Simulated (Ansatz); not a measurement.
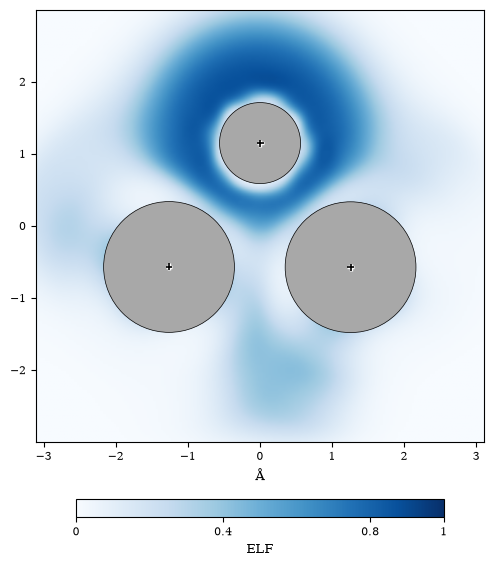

The electron localisation function on a plane through atoms (crosses mark nuclei in the plane; grey discs cover the cores).

The calculation used Ansatz, UKS PBE0-D4/def2-TZVP.

Candidates:
A. B2Zr2 (triplet)
B. Co2S (quintet)
C. Al···Al2H2 (quartet)

> Which candidate gave the map?

Candidate B: Co2S on the molecular plane, which holds Co and S. Co–S (2.13 Å): the ELF peaks at about 0.75 in the valence shell of S, 0.9 Å from its nucleus, and is about 0.45 at the midpoint. Co–Co (2.52 Å): the ELF is about 0.20 at the midpoint.
